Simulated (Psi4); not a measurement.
# SiH3O2 (SMILES O[SiH]O): UPBE0/def2-TZVP

Aim: energy and gradient of SiH3O2. Input form: a Python script.

Program for the calculation: Psi4 1.11.

2 further runs of the same task are left out: 2 set aside as unsound or not needed.

## (1) The system as given

The species is SiH3O2 (6 atoms), meant as a doublet with charge 0. As SMILES, `O[SiH]O`. The shape is that of a PBE0-D4/def2-TZVP optimisation. This is one conformer, not always the lowest.

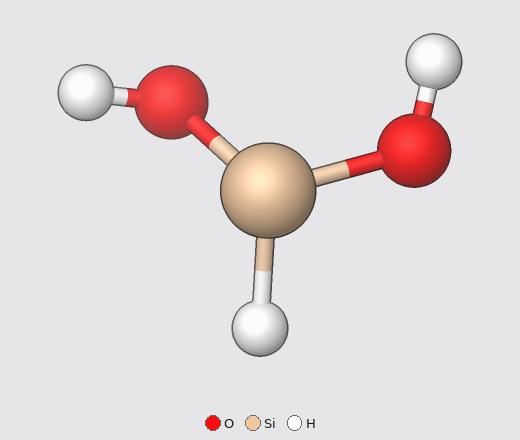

Viewed from a chosen angle; oxygen red, silicon light orange, hydrogen white.

## (2) Energy and gradient at UPBE0/def2-TZVP

Contents of calc.py:

```python
import psi4

psi4.set_memory(1600000000)
psi4.set_num_threads(1)
psi4.core.set_output_file('psi4.out', False)

m = psi4.geometry("""
0 2
O     -1.186200    -0.443400    -0.202500
Si     0.358900     0.083300    -0.457100
O      1.071000     0.255000     1.010900
H     -1.625300    -0.879000    -0.934700
H      0.393800     1.459300    -1.043800
H      0.987700    -0.475200     1.627200
symmetry c1
no_reorient
no_com
""")

psi4.set_options({
    'basis': 'def2-TZVP',
    'reference': 'uks',
    'puream': True,
    'e_convergence': 1e-09,
    'd_convergence': 1e-08,
    'scf_type': 'pk',
    'dft_radial_points': 99,
    'dft_spherical_points': 590,
    'maxiter': 200,
})

energy_value, wavefunction = psi4.gradient("PBE0", molecule=m, return_wfn=True)
psi4.oeprop(wavefunction, "DIPOLE", "MULLIKEN_CHARGES", "WIBERG_LOWDIN_INDICES", title="PBE0")
print('gradient / Eh bohr^-1')
print(energy_value.np.round(6))
print(f'energy = {wavefunction.energy():.10f} Eh')
```

On the command line:

```bash
python calc.py
```

psi4.out:

```text
gradient() will perform analytic gradient computation.

   => Loading Basis Set <=

    Name: DEF2-TZVP
    Role: ORBITAL
    Keyword: BASIS

         ---------------------------------------------------------
                                   SCF
                              UKS Reference
                        1 Threads,   1525 MiB Core
         ---------------------------------------------------------

  ==> Geometry <==

    Molecular point group: c1
    Full point group: C1

    Geometry (in Angstrom), charge = 0, multiplicity = 2:

       Center              X                  Y                   Z               Mass
    ------------   -----------------  -----------------  -----------------  -----------------
         O           -1.186200000000    -0.443400000000    -0.202500000000    15.994914619570
         SI           0.358900000000     0.083300000000    -0.457100000000    27.976926534650
         O            1.071000000000     0.255000000000     1.010900000000    15.994914619570
         H           -1.625300000000    -0.879000000000    -0.934700000000     1.007825032230
         H            0.393800000000     1.459300000000    -1.043800000000     1.007825032230
         H            0.987700000000    -0.475200000000     1.627200000000     1.007825032230

  Running in c1 symmetry.

  Rotational constants: A =      0.85708  B =      0.25715  C =      0.20724 [cm^-1]
  Rotational constants: A =  25694.51539  B =   7709.22153  C =   6212.92533 [MHz]
  Nuclear repulsion =  111.608997635231759

  Charge       = 0
  Multiplicity = 2
  Electrons    = 33
  Nalpha       = 17
  Nbeta        = 16

  ==> Algorithm <==

  SCF Algorithm Type is PK.
  DIIS enabled.
  MOM disabled.
  Fractional occupation disabled.
  Guess Type is SAD.
  Energy threshold   = 1.00e-09
  Density threshold  = 1.00e-08
  Integral threshold = 1.00e-12

  ==> Primary Basis <==

  Basis Set: DEF2-TZVP
    Blend: DEF2-TZVP
    Number of shells: 47
    Number of basis functions: 117
    Number of Cartesian functions: 132
    Spherical Harmonics?: true
    Max angular momentum: 3

  ==> DFT Potential <==

   => LibXC <=

    Version 7.1.2

   => Composite Functional: PBE0 <=

    PBE0 Hyb-GGA Exchange-Correlation Functional

    Deriv               =              1
    GGA                 =           TRUE
    Meta                =          FALSE

    Exchange Hybrid     =           TRUE
    MP2 Hybrid          =          FALSE

   => Exchange Functionals <=

    0.7500   Perdew, Burke & Ernzerhof

   => Exact (HF) Exchange <=

    0.2500               HF

   => Correlation Functionals <=

    1.0000   Perdew, Burke & Ernzerhof

   => LibXC Density Thresholds  <==

    XC_HYB_GGA_XC_PBEH:  1.00E-15

   => Molecular Quadrature <=

    Radial Scheme          =       TREUTLER
    Pruning Scheme         =           NONE
    Nuclear Scheme         =       TREUTLER

    Blocking Scheme        =         OCTREE
    BS radius alpha        =              1
    Pruning alpha          =              1
    Radial Points          =             99
    Spherical Points       =            590
    Total Points           =         336711
    Total Blocks           =           2463
    Max Points             =            256
    Max Functions          =            115
    Weights Tolerance      =       1.00E-15

  ==> Integral Setup <==

  Using in-core PK algorithm.
   Calculation information:
      Number of atoms:                   6
      Number of AO shells:              47
      Number of primitives:             85
      Number of atomic orbitals:       132
      Number of basis functions:       117

      Integral cutoff                 1.00e-12
      Number of threads:                 1

  Performing in-core PK
  Using 47658312 doubles for integral storage.
  We computed 584945 shell quartets total.
  Whereas there are 636756 unique shell quartets.

  ==> DiskJK: Disk-Based J/K Matrices <==

    J tasked:                  Yes
    K tasked:                  Yes
    wK tasked:                  No
    Memory [MiB]:             1029
    Schwarz Cutoff:          1E-12

  Cached 12.5% of DFT collocation blocks in 0.105 [GiB].

  Minimum eigenvalue in the overlap matrix is 3.1139406559E-03.
  Reciprocal condition number of the overlap matrix is 5.7077825190E-04.
    Using symmetric orthogonalization.

  ==> Pre-Iterations <==

  SCF Guess: Superposition of Atomic Densities via on-the-fly atomic UHF (no occupation information).

   -------------------------
    Irrep   Nso     Nmo
   -------------------------
     A        117     117
   -------------------------
    Total     117     117
   -------------------------

  ==> Iterations <==

                        Total Energy        Delta E     RMS |[F,P]|

   @UKS iter SAD:  -440.98163548122733   -4.40982e+02   0.00000e+00
   @UKS iter   1:  -441.27202550977279   -2.90390e-01   8.09409e-03 DIIS/ADIIS
   @UKS iter   2:  -440.70630310054133    5.65722e-01   1.28640e-02 DIIS/ADIIS
   @UKS iter   3:  -441.57504181350686   -8.68739e-01   8.70500e-04 DIIS/ADIIS
   @UKS iter   4:  -441.57884544119617   -3.80363e-03   2.29554e-04 DIIS/ADIIS
   @UKS iter   5:  -441.57913071690808   -2.85276e-04   4.36174e-05 DIIS
   @UKS iter   6:  -441.57914365388945   -1.29370e-05   1.80882e-05 DIIS
   @UKS iter   7:  -441.57914498042561   -1.32654e-06   1.15530e-05 DIIS
   @UKS iter   8:  -441.57914568645128   -7.06026e-07   1.69558e-06 DIIS
   @UKS iter   9:  -441.57914571100036   -2.45491e-08   3.32914e-07 DIIS
   @UKS iter  10:  -441.57914571262341   -1.62305e-09   1.11905e-07 DIIS
   @UKS iter  11:  -441.57914571277564   -1.52227e-10   2.59076e-08 DIIS
   @UKS iter  12:  -441.57914571278491   -9.26548e-12   6.60045e-09 DIIS
  Energy and wave function converged.

  ==> Post-Iterations <==

   Electrons on quadrature grid:
      Nalpha   =   17.0000000143 ; deviation = 1.429e-08
      Nbeta    =   15.9999999997 ; deviation = -2.543e-10
      Ntotal   =   33.0000000140 ; deviation = 1.404e-08

   @Spin Contamination Metric:   2.245434015E-03
   @S^2 Expected:                7.500000000E-01
   @S^2 Observed:                7.522454340E-01
   @S   Expected:                5.000000000E-01
   @S   Observed:                5.000000000E-01

    Orbital Energies [Eh]
    ---------------------

    Alpha Occupied:

       1A    -66.277323     2A    -19.218938     3A    -19.216179
       4A     -5.352743     5A     -3.689542     6A     -3.686333
       7A     -3.684711     8A     -1.053208     9A     -1.033184
      10A     -0.597616    11A     -0.540751    12A     -0.447514
      13A     -0.417227    14A     -0.388845    15A     -0.368465
      16A     -0.353752    17A     -0.209772

    Alpha Virtual:

      18A      0.017706    19A      0.024588    20A      0.081574
      21A      0.091257    22A      0.108924    23A      0.169744
      24A      0.209342    25A      0.239160    26A      0.246060
      27A      0.261368    28A      0.308841    29A      0.319192
      30A      0.374361    31A      0.402882    32A      0.427871
      33A      0.463080    34A      0.494404    35A      0.519114
      36A      0.535197    37A      0.548498    38A      0.585270
      39A      0.661326    40A      0.681023    41A      0.736766
      42A      0.765569    43A      0.919393    44A      0.931400
      45A      0.973272    46A      0.990109    47A      1.003925
[... 19 lines of this table left out ...]
     105A      6.415143   106A      6.520038   107A      6.543053
     108A      6.573205   109A      6.598679   110A      6.623325
     111A      6.773389   112A      6.967751   113A      7.034431
     114A      7.066135   115A     11.143799   116A     43.483355
     117A     43.547324

    Beta Occupied:

       1A    -66.274256     2A    -19.216101     3A    -19.213603
       4A     -5.348625     5A     -3.684013     6A     -3.682603
       7A     -3.680011     8A     -1.047048     9A     -1.027093
      10A     -0.590993    11A     -0.538434    12A     -0.430152
      13A     -0.405220    14A     -0.375495    15A     -0.359264
      16A     -0.344837

    Beta Virtual:

      17A     -0.066679    18A      0.030304    19A      0.033439
      20A      0.095853    21A      0.105606    22A      0.123316
      23A      0.181048    24A      0.229257    25A      0.255051
      26A      0.259684    27A      0.288437    28A      0.322928
      29A      0.341722    30A      0.385201    31A      0.411991
      32A      0.437506    33A      0.475941    34A      0.497927
      35A      0.523435    36A      0.540429    37A      0.553845
      38A      0.592733    39A      0.668962    40A      0.687963
      41A      0.743560    42A      0.769034    43A      0.940565
      44A      0.942883    45A      0.991814    46A      1.008710
[... 20 lines of this table left out ...]
     107A      6.551534   108A      6.579745   109A      6.605487
     110A      6.628584   111A      6.779342   112A      6.971148
     113A      7.039970   114A      7.068339   115A     11.151815
     116A     43.485832   117A     43.549761

    Final Occupation by Irrep:
              A
    DOCC [    16 ]
    SOCC [     1 ]
    NA   [    17 ]
    NB   [    16 ]

  @UKS Final Energy:  -441.57914571278491

   => Energetics <=

    Nuclear Repulsion Energy =            111.6089976352317592
    One-Electron Energy =                -832.6424275527502914
    Two-Electron Energy =                 308.9908507511170797
    DFT Exchange-Correlation Energy =     -29.5365665463834119
    Empirical Dispersion Energy =           0.0000000000000000
    VV10 Nonlocal Energy =                  0.0000000000000000
    Total Energy =                       -441.5791457127849071

  UHF NO Occupations:
  HONO-2 :   15  A 1.9998551
  HONO-1 :   16  A 1.9991712
  HONO-0 :   17  A 1.0000000
  LUNO+0 :   18  A 0.0008288
  LUNO+1 :   19  A 0.0001449
  LUNO+2 :   20  A 0.0000777
  LUNO+3 :   21  A 0.0000375

Computation Completed

Properties will be evaluated at   0.000000,   0.000000,   0.000000 [a0]

Properties computed using the SCF density matrix

 Multipole Moments:

 ------------------------------------------------------------------------------------
     Multipole            Electronic (a.u.)      Nuclear  (a.u.)        Total (a.u.)
 ------------------------------------------------------------------------------------

 L = 1.  Multiply by 2.5417464519 to convert [e a0] to [Debye]
 Dipole X            :         -7.5495065            7.2928311           -0.2566755
 Dipole Y            :         -0.2137561           -0.4457864           -0.6595424
 Dipole Z            :          0.2767247           -0.5357374           -0.2590127
 Magnitude           :                                                    0.7536352

 ------------------------------------------------------------------------------------

	total time  =         23 seconds =       0.38 minutes

         ------------------------------------------------------------
                                   SCF GRAD
         ------------------------------------------------------------

  ==> Geometry <==

    Molecular point group: c1
    Full point group: C1

    Geometry (in Angstrom), charge = 0, multiplicity = 2:

       Center              X                  Y                   Z               Mass
    ------------   -----------------  -----------------  -----------------  -----------------
         O           -1.186200000000    -0.443400000000    -0.202500000000    15.994914619570
         SI           0.358900000000     0.083300000000    -0.457100000000    27.976926534650
         O            1.071000000000     0.255000000000     1.010900000000    15.994914619570
         H           -1.625300000000    -0.879000000000    -0.934700000000     1.007825032230
         H            0.393800000000     1.459300000000    -1.043800000000     1.007825032230
         H            0.987700000000    -0.475200000000     1.627200000000     1.007825032230

  Nuclear repulsion =  111.608997635231759

  ==> Basis Set <==

  Basis Set: DEF2-TZVP
    Blend: DEF2-TZVP
    Number of shells: 47
    Number of basis functions: 117
    Number of Cartesian functions: 132
    Spherical Harmonics?: true
    Max angular momentum: 3

  ==> DirectJKGrad: Integral-Direct SCF Gradients <==

    Gradient:                    1
    J tasked:                  Yes
    K tasked:                  Yes
    wK tasked:                  No
    Integrals threads:           1
    Schwarz Cutoff:          1E-12

  ==> DFT Potential <==

   => LibXC <=

    Version 7.1.2

   => Composite Functional: PBE0 <=

    PBE0 Hyb-GGA Exchange-Correlation Functional

    Deriv               =              1
    GGA                 =           TRUE
    Meta                =          FALSE

    Exchange Hybrid     =           TRUE
    MP2 Hybrid          =          FALSE

   => Exchange Functionals <=

    0.7500   Perdew, Burke & Ernzerhof

   => Exact (HF) Exchange <=

    0.2500               HF

   => Correlation Functionals <=

    1.0000   Perdew, Burke & Ernzerhof

   => LibXC Density Thresholds  <==

    XC_HYB_GGA_XC_PBEH:  1.00E-15

   => Molecular Quadrature <=

    Radial Scheme          =       TREUTLER
    Pruning Scheme         =           NONE
    Nuclear Scheme         =       TREUTLER

    Blocking Scheme        =         OCTREE
    BS radius alpha        =              1
    Pruning alpha          =              1
    Radial Points          =             99
    Spherical Points       =            590
    Total Points           =         336711
    Total Blocks           =           2463
    Max Points             =            256
    Max Functions          =            115
    Weights Tolerance      =       1.00E-15

  -Total Gradient:
     Atom            X                  Y                   Z
    ------   -----------------  -----------------  -----------------
       1       -0.000014576197    -0.000066417507     0.000039733336
       2        0.000010778272     0.000069685798    -0.000038006283
       3       -0.000069333841    -0.000032913671     0.000019877140
       4        0.000036468003     0.000031212678     0.000042109819
       5        0.000022156945    -0.000012655798    -0.000028980201
       6       -0.000008401318     0.000005266875    -0.000037396732

	total time  =          8 seconds =       0.13 minutes

Properties will be evaluated at   0.000000,   0.000000,   0.000000 [a0]

Properties computed using the PBE0 density matrix

 Multipole Moments:

 ------------------------------------------------------------------------------------
     Multipole            Electronic (a.u.)      Nuclear  (a.u.)        Total (a.u.)
 ------------------------------------------------------------------------------------

 L = 1.  Multiply by 2.5417464519 to convert [e a0] to [Debye]
 Dipole X            :         -7.5495065            7.2928311           -0.2566755
 Dipole Y            :         -0.2137561           -0.4457864           -0.6595424
 Dipole Z            :          0.2767247           -0.5357374           -0.2590127
 Magnitude           :                                                    0.7536352

 ------------------------------------------------------------------------------------
  Mulliken Charges: (a.u.)
   Center  Symbol    Alpha    Beta     Spin     Total
       1     O     4.27302  4.21976  0.05327 -0.49278
       2    SI     7.20874  6.42172  0.78702  0.36953
       3     O     4.27595  4.22179  0.05417 -0.49774
       4     H     0.33575  0.33840 -0.00265  0.32585
       5     H     0.57011  0.46052  0.10959 -0.03063
       6     H     0.33642  0.33782 -0.00140  0.32576

   Total alpha = 17.00000, Total beta = 16.00000, Total charge =  0.00000

  Wiberg Bond Indices using Orthogonal Lowdin Orbitals:

  Total Bond Index:
  Irrep: 1 Size: 6 x 6

                 1                   2                   3                   4                   5

    1     0.00000000000000     1.76914194495932     0.05974129681549     1.02256640309388     0.03497069301628
    2     1.76914194495932     0.00000000000000     1.78652442575849     0.12993783767931     0.95345561405734
    3     0.05974129681549     1.78652442575849     0.00000000000000     0.00957549145292     0.03908510864268
    4     1.02256640309388     0.12993783767931     0.00957549145292     0.00000000000000     0.00597417253376
    5     0.03497069301628     0.95345561405734     0.03908510864268     0.00597417253376     0.00000000000000
    6     0.00807844285366     0.12574638696734     1.01677595866315     0.00095484646483     0.00997302231598

                 6

    1     0.00807844285366
    2     0.12574638696734
    3     1.01677595866315
    4     0.00095484646483
    5     0.00997302231598
    6     0.00000000000000

  Alpha Contribution:
  Irrep: 1 Size: 6 x 6

                 1                   2                   3                   4                   5

    1     0.00000000000000     0.87899631983054     0.02687544726520     0.51339807681765     0.01524046726058
    2     0.87899631983054     0.00000000000000     0.88312521861700     0.07309943448140     0.49250360966932
    3     0.02687544726520     0.88312521861700     0.00000000000000     0.00516852119173     0.01751134597870
    4     0.51339807681765     0.07309943448140     0.00516852119173     0.00000000000000     0.00192394910213
    5     0.01524046726058     0.49250360966932     0.01751134597870     0.00192394910213     0.00000000000000
    6     0.00399021305886     0.06771541396747     0.51065729486653     0.00061061069126     0.00400664320053

                 6

    1     0.00399021305886
    2     0.06771541396747
    3     0.51065729486653
    4     0.00061061069126
    5     0.00400664320053
    6     0.00000000000000

  Beta Contribution:
  Irrep: 1 Size: 6 x 6

                 1                   2                   3                   4                   5

    1     0.00000000000000     0.89014562512878     0.03286584955029     0.50916832627623     0.01973022575570
    2     0.89014562512878     0.00000000000000     0.90339920714149     0.05683840319791     0.46095200438803
    3     0.03286584955029     0.90339920714149     0.00000000000000     0.00440697026118     0.02157376266397
    4     0.50916832627623     0.05683840319791     0.00440697026118     0.00000000000000     0.00405022343162
    5     0.01973022575570     0.46095200438803     0.02157376266397     0.00405022343162     0.00000000000000
    6     0.00408822979480     0.05803097299987     0.50611866379661     0.00034423577356     0.00596637911545

                 6

    1     0.00408822979480
    2     0.05803097299987
    3     0.50611866379661
    4     0.00034423577356
    5     0.00596637911545
    6     0.00000000000000

  Atomic Valences:

 #  #
 Irrep: 1
      1:    2.894498780738623
      2:    4.764806209421808
      3:    2.911702281332717
      4:    1.169008751224691
      5:    1.043458610566036
      6:    1.161528657264959
```

Standard output:

```text
gradient / Eh bohr^-1
[[-1.5e-05 -6.6e-05  4.0e-05]
 [ 1.1e-05  7.0e-05 -3.8e-05]
 [-6.9e-05 -3.3e-05  2.0e-05]
 [ 3.6e-05  3.1e-05  4.2e-05]
 [ 2.2e-05 -1.3e-05 -2.9e-05]
 [-8.0e-06  5.0e-06 -3.7e-05]]
energy = -441.5791457128 Eh
```

Run time: 33 s. Hardware: 1 thread of Intel Xeon Platinum 8488C (Sapphire Rapids), shared host; peak memory 0.7 GiB.

## (3) Outcome

Level: UPBE0/def2-TZVP.

| quantity | value |
| --- | --- |
| total energy | -441.57915 Eh |
| dipole moment | 1.92 D |
| HOMO energy (highest over α and β) | -5.71 eV |
| LUMO energy (lowest over α and β) | -1.81 eV |
| ⟨S²⟩ | 0.752 |
| largest force on an atom | 0.004 eV/Å |
